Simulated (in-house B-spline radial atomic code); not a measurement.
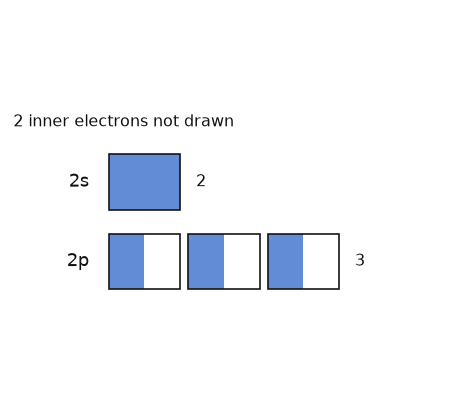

*The outer shells as the input fills them: a box for each of the 2l + 1 orbitals, shaded by the share of the shell that is filled, with the electron count at the right.*

Ne³⁺: RPA and GW calculation

- system: Ne³⁺, configuration [He] 2s2 2p3.
- method: RPA, second-order and SOSEX correlation energies and G0W0 (contour deformation) on a non-relativistic mean field, all electrons, B-spline basis (in-house B-spline radial atomic code)

**Input**
```
Z = 10
electrons = 7.0
configuration = [He] 2s2 2p3
hamiltonian = nr
method = r2scan
lmax = 9
spin_polarised = True
box_radius = 14.14
intervals = 46
```

Hardware: 1 CPU thread, shared host.

The run was one of a batch that the task file lists, launched with:
```bash
python <driver script> task.json out
```

The program writes its results to a structured record and prints no log; tables and figures of this report are taken from that record.

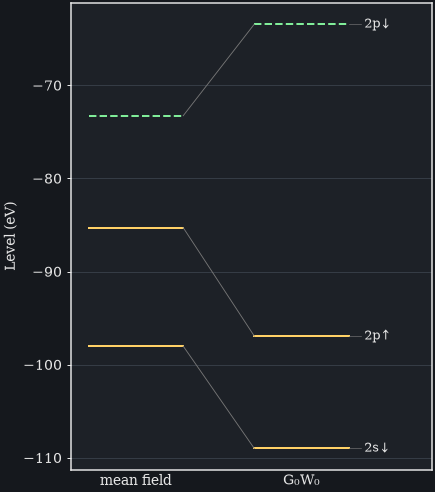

*Mean-field and G₀W₀ levels (solid occupied, dashed empty) for Ne³⁺ ([He] 2s² 2p³). All-electron spherical atom, non-relativistic, r2SCAN start, no spin-orbit coupling, Breit or QED terms; computed with a B-spline radial code. The quasi-particle equation is solved at full frequency; levels of low quasi-particle weight Z are left out. Σ columns are in eV, and Σc holds an estimate for the angular momenta beyond the basis.*

G₀W₀ moves the highest occupied level, 2p↑, from −85.29 to −96.92 eV (renormalisation factor Z = 0.95); the semi-empirical removal energy is 97.19 eV, so the error is −0.27 eV. The empty level 2p↓ goes from −73.27 to −63.44 eV.

```tsv
Level	Mean field (eV)	Σx − vxc (eV)	Σc (eV)	Z	G₀W₀ (eV)
2p↓	−73.27	13.88	−4.06	0.96	−63.44
2p↑	−85.29	−13.21	1.58	0.95	−96.92
2s↓	−98.02	−8.83	−2.16	0.96	−109.00
```

**Summary**

- outcome: converged
- mean-field total energy: −124.29554 hartree
- total energy with exact exchange alone: −124.10735 hartree
- exact exchange energy: −10.49570 hartree
- RPA correlation, extrapolated in the angular momentum of the empty orbitals: −0.35662 hartree
- RPA correlation, as summed: −0.35538 hartree
- direct second-order term: −0.40532 hartree
- second-order exchange term: 0.19181 hartree
- SOSEX term: 0.17083 hartree
- wall time: 0.6 s
